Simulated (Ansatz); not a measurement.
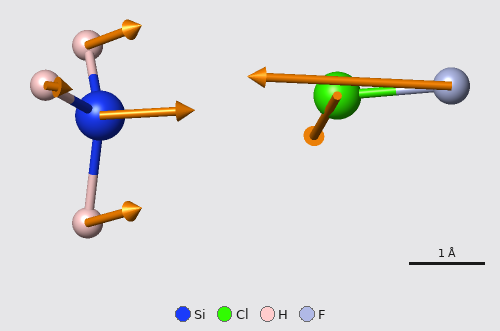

A relaxation of SiH3ClF (multiplicity 2). The starting structure is drawn; orange arrows show the displacements, at their true length. The two geometries are superimposed by the best rigid fit.

A ball-and-stick model, seen at a tilt.

The run prepares an end point of a later path (reaction) calculation, from a guessed geometry.

Computed with UKS LDA/def2-SVP (Ansatz). Set-up: collinear spin; force threshold 0.03 eV/Å; at most 50 steps.

Q: Atoms of which element are displaced furthest, and by how much?

A: Fluorine: up to 2.79 Å, against 2.02 Å for chlorine.

Q: What did the optimiser do to the structure, and how much energy did it gain?

A: Over 32 accepted moves (33 points after the start) the energy falls by 99.6 kcal/mol. The largest force component goes from 3.2 to 0.014 eV/Å. The line search rejected the trial step at point 24 of the run. The forces were under the threshold at step 19, but the run went on from there. The atom that moves furthest after the best rigid fit is the F atom (2.79 Å). By element the largest moves are F 2.79 Å, Cl 2.02 Å, Si 1.30 Å, H 1.06 Å. Among the contacts that change: F–Si 4.908 → 1.615 Å, Cl–F 1.592 → 2.939 Å, Cl–Si 3.316 → 2.064 Å, H–Si 1.503 → 1.872 Å. New bonds form, among them: Cl–Si (3.32 → 2.06 Å), F–Si (4.91 → 1.62 Å). Bonds break, among them: Cl–F (1.59 → 2.94 Å). Among the angles between lasting bonds that change: H–Si–H 114.1° → 118.9°. Cost: 52 s on 1 thread of AMD EPYC 7R43 64-Core Processor (Zen 3) (shared host), peak memory 0.15 GiB.

Limits of the set-up: the start holds two separate molecules, 3.3 Å apart at their closest, whose relative position is a soft coordinate and is computed without a dispersion correction.
